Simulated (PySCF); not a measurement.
# [NdF3(H2O)]−: other functionals and bases at one geometry

How far do other levels of theory move the description of [NdF3(H2O)]−, and what does each cost? It is a constructed species; whether it can be made isn't addressed.

The runs use PySCF 2.14.0; several levels, as the steps say, no spin–orbit coupling.

1 further run of the same task is left out (for a known fault of the program).

### 1 Starting geometry

7 atoms, charge -1, spin multiplicity 1.

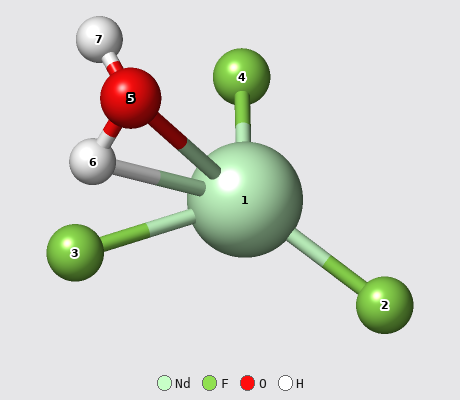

The geometry (neodymium light green, fluorine green, oxygen red, hydrogen white); atoms are numbered from 1 in the order of the file.

As a file:

```xyz
7
charge -1, multiplicity 1
Nd    0.1468    0.1352    0.2112
F     1.5536    1.0479    1.7054
F    -2.1873   -0.1308    0.6425
F     0.9606   -1.3641   -1.2409
O    -1.8547    1.2416   -1.3475
H    -2.2145    0.6934   -0.5563
H    -1.9429    0.6462   -2.0988
```

Formal oxidation states: Nd +2. Each metal's 4 4f electrons lie in its core potential, so multiplicities, spins and levels count the valence alone. An earlier session relaxed this geometry at PBE0, Nd lcecp-0-SVP with ECP50, F def2-SVP, O def2-SVP, H def2-SVP (singlet, point group C1).

At PBE0 on the finer grid: E = -403.339022 Eh, frontier levels not given, since the 4f levels lie in the core, Mulliken charge on Nd1 +0.75 e, largest force component 0.018 eV/Å. 

Levels to run: BLYP; PBE; PBE0, TZVP. Hardware: 2 threads of Arm Neoverse V1, shared host.

### 2 BLYP

Contents of run.py (the lines that set the calculation):

```python
mol = gto.M(atom='''
Nd     0.14676     0.13517     0.21119
F      1.55362     1.04788     1.70537
F     -2.18731    -0.13085     0.64247
F      0.96056    -1.36408    -1.24095
O     -1.85471     1.24156    -1.34745
H     -2.21454     0.69340    -0.55629
H     -1.94286     0.64619    -2.09878''',
    basis={'Nd': 'lcecp-0-SVP', 'F': 'def2-SVP', 'O': 'def2-SVP', 'H': 'def2-SVP'},
    ecp={'Nd': 'lcecp-0-SVP'},
    charge=-1, spin=0)
mf = dft.RKS(mol, xc='BLYP')
mf.grids.atom_grid = (75, 302)  # f atoms: unpruned, at least (60, 302)
mf = mf.density_fit()  # fitting sets: Nd AutoAux, F def2-universal-JKFIT, O def2-universal-JKFIT, H def2-universal-JKFIT
mf.conv_tol = 1e-08; mf.max_cycle = 55
mf.kernel(dm0)  # dm0: the density of the relaxed state
```

Started as:

```bash
$ OMP_NUM_THREADS=2 python run.py
```

Standard output:

```text
init E= -403.63461235268
cycle= 1 E= -403.639289736898  delta_E= -0.00468  |g|= 0.117  |ddm|= 0.47
cycle= 2 E= -403.625650027454  delta_E= 0.0136  |g|= 0.305  |ddm|= 0.354
cycle= 3 E= -403.642272249799  delta_E= -0.0166  |g|= 0.0198  |ddm|= 0.216
cycle= 4 E= -403.642351065089  delta_E= -7.88e-05  |g|= 0.00839  |ddm|= 0.0224
cycle= 5 E= -403.642363493248  delta_E= -1.24e-05  |g|= 0.00125  |ddm|= 0.00719
cycle= 6 E= -403.642363701847  delta_E= -2.09e-07  |g|= 0.000638  |ddm|= 0.00135
cycle= 7 E= -403.64236377663  delta_E= -7.48e-08  |g|= 5.99e-05  |ddm|= 0.00051
cycle= 8 E= -403.642363777269  delta_E= -6.39e-10  |g|= 2.46e-05  |ddm|= 6.19e-05
Extra cycle  E= -403.642363776583  delta_E= 6.86e-10  |g|= 6.6e-05  |ddm|= 7.19e-05
converged SCF energy = -403.642363776583
```

Wall time 5.6 s (2 threads of Arm Neoverse V1, shared host).

Result: E = -403.642364 Eh, frontier levels not given, since the 4f levels lie in the core, Mulliken charge on Nd1 +0.49 e, largest force component 0.853 eV/Å. 

### 3 PBE

run.py (the lines that set the calculation): that of step 2 with these lines changed.

```diff
@@ -11,3 +11,3 @@
     charge=-1, spin=0)
-mf = dft.RKS(mol, xc='BLYP')
+mf = dft.RKS(mol, xc='PBE')
 mf.grids.atom_grid = (75, 302)  # f atoms: unpruned, at least (60, 302)
```

Started as:

```bash
$ OMP_NUM_THREADS=2 python run.py
```

Standard output:

```text
init E= -403.353636345002
cycle= 1 E= -403.35385290487  delta_E= -0.000217  |g|= 0.165  |ddm|= 0.429
cycle= 2 E= -403.331266674965  delta_E= 0.0226  |g|= 0.396  |ddm|= 0.449
cycle= 3 E= -403.359247619979  delta_E= -0.028  |g|= 0.0207  |ddm|= 0.285
cycle= 4 E= -403.359314844037  delta_E= -6.72e-05  |g|= 0.0115  |ddm|= 0.023
cycle= 5 E= -403.35934007338  delta_E= -2.52e-05  |g|= 0.00141  |ddm|= 0.0102
cycle= 6 E= -403.359340311796  delta_E= -2.38e-07  |g|= 0.000861  |ddm|= 0.0017
cycle= 7 E= -403.359340445873  delta_E= -1.34e-07  |g|= 0.000107  |ddm|= 0.000666
cycle= 8 E= -403.359340448001  delta_E= -2.13e-09  |g|= 2.7e-05  |ddm|= 8.41e-05
Extra cycle  E= -403.359340447289  delta_E= 7.12e-10  |g|= 6.83e-05  |ddm|= 7.76e-05
converged SCF energy = -403.359340447289
```

It took 5.4 s on 2 threads of Arm Neoverse V1, shared host.

It gives: E = -403.359340 Eh, frontier levels not given, since the 4f levels lie in the core, Mulliken charge on Nd1 +0.51 e, largest force component 0.760 eV/Å. 

### 4 PBE0, TZVP

Basis: Nd lcecp-0-TZVP with ECP50, F def2-TZVP, O def2-TZVP, H def2-TZVP. 

Contents of run.py (the lines that set the calculation):

```python
mol = gto.M(atom='''
Nd     0.14676     0.13517     0.21119
F      1.55362     1.04788     1.70537
F     -2.18731    -0.13085     0.64247
F      0.96056    -1.36408    -1.24095
O     -1.85471     1.24156    -1.34745
H     -2.21454     0.69340    -0.55629
H     -1.94286     0.64619    -2.09878''',
    basis={'Nd': 'lcecp-0-TZVP', 'F': 'def2-TZVP', 'O': 'def2-TZVP', 'H': 'def2-TZVP'},
    ecp={'Nd': 'lcecp-0-TZVP'},
    charge=-1, spin=0)
mf = dft.RKS(mol, xc='PBE0')
mf.grids.atom_grid = (75, 302)  # f atoms: unpruned, at least (60, 302)
mf = mf.density_fit()  # fitting sets: Nd AutoAux, F def2-universal-JKFIT, O def2-universal-JKFIT, H def2-universal-JKFIT
mf.conv_tol = 1e-08; mf.max_cycle = 55
mf.kernel(dm0)  # dm0: free metal ions and neutral atoms
```

Started as:

```bash
$ OMP_NUM_THREADS=2 python run.py
```

Standard output:

```text
init E= -418.904128026182
cycle= 1 E= -400.949259780173  delta_E=   18  |g|= 4.13  |ddm|=  3.3
cycle= 2 E= -399.907348153889  delta_E= 1.04  |g|= 5.34  |ddm|= 4.14
cycle= 3 E= -403.740296555998  delta_E= -3.83  |g|= 0.627  |ddm|= 2.04
cycle= 4 E= -403.793602281763  delta_E= -0.0533  |g|= 0.439  |ddm|= 0.631
cycle= 5 E= -403.820394492  delta_E= -0.0268  |g|= 0.108  |ddm|= 0.253
cycle= 6 E= -403.822245702538  delta_E= -0.00185  |g|= 0.011  |ddm|= 0.066
cycle= 7 E= -403.822263072302  delta_E= -1.74e-05  |g|= 0.00329  |ddm|= 0.008
cycle= 8 E= -403.822264272222  delta_E= -1.2e-06  |g|= 0.00197  |ddm|= 0.00254
cycle= 9 E= -403.82226487522  delta_E= -6.03e-07  |g|= 0.000271  |ddm|= 0.00106
cycle= 10 E= -403.822264886736  delta_E= -1.15e-08  |g|= 0.000106  |ddm|= 0.000204
cycle= 11 E= -403.822264888266  delta_E= -1.53e-09  |g|= 3.79e-05  |ddm|= 6.77e-05
Extra cycle  E= -403.822264887936  delta_E= 3.3e-10  |g|= 6.11e-05  |ddm|= 5.66e-05
converged SCF energy = -403.822264887936
```

Wall time 15 s (2 threads of Arm Neoverse V1, shared host).

Read off: E = -403.822265 Eh, frontier levels not given, since the 4f levels lie in the core, Mulliken charge on Nd1 +1.14 e, largest force component 0.289 eV/Å. 

### 5 Results

| level | state | charge on Nd1 (e) | dipole (D) | largest force (eV/Å) | basis functions | time |
| --- | --- | --- | --- | --- | --- | --- |
| PBE0 (relaxed here) | singlet | 0.75 | 1.76 | 0.02 | 97 | 17 s |
| BLYP | singlet | 0.49 | 1.74 | 0.85 | 97 | 5.6 s |
| PBE | singlet | 0.51 | 1.72 | 0.76 | 97 | 5.4 s |
| PBE0, TZVP | singlet | 1.14 | 1.70 | 0.29 | 183 | 15 s |

Times are on 2 threads of Arm Neoverse V1, shared host; the first row also made further properties. The dipole of a charged species depends on the origin, so these sizes hold for this origin alone.

The largest leftover force, 0.85 eV/Å with BLYP, stands at a geometry relaxed at another level. The Mulliken charge on Nd spans +0.49 to +1.14 e over the levels. With 4f in the core, its levels are missing from HOMO and gap. Total energies of different levels can't be compared. Spin–orbit coupling is left out throughout.
